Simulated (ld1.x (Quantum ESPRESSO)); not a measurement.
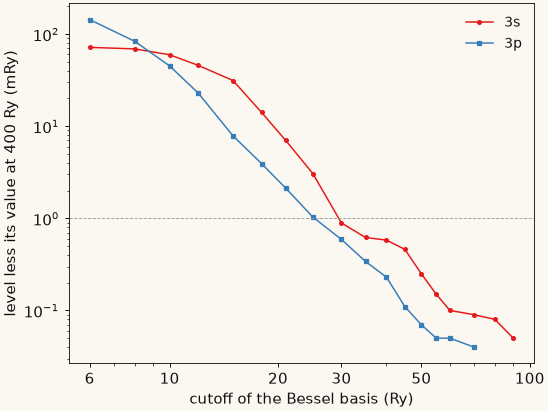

The pseudo-atom Hamiltonian at the reference potential is diagonalised in spherical Bessel functions (20 bohr box) up to the cutoff. Curves: distance of each valence level from its value at 400 Ry.

```json
{
  "Element": "chlorine",
  "Generator": "ld1.x (Quantum ESPRESSO) 7.5",
  "Type": "PAW",
  "Functional": "LDA (PZ)",
  "Relativity": "scalar-relativistic",
  "Frozen core": "[Ne]",
  "Valence charge": "7",
  "Reference configuration": "3s2 3p5",
  "Partial waves": "3s (bound): rcut 1.05, rcutus 1.20 bohr; 3s channel at -0.6 Ry: rcut 1.05, rcutus 1.20 bohr; 3p (bound): rcut 1.00, rcutus 1.35 bohr; 3p channel at 3.3 Ry: rcut 1.00, rcutus 1.35 bohr; 3d channel at 0.45 Ry: rcut 1.15, rcutus 1.25 bohr",
  "Local potential": "all-electron potential smoothed inside 1.30 bohr (lloc = -1)",
  "Core correction": "Bessel-smoothed model core inside 0.85 bohr",
  "Augmentation charge": "PSQ, inside the norm-conserving radii"
}
```

### At which cutoff does each level come within 1 mRy for good?

3s: 30 Ry; 3p: 30 Ry.

### What cutoffs are needed for 10 mRy and 1 mRy in the sum of levels?

30 Ry and 50 Ry, on the ladder of cutoffs that was run.
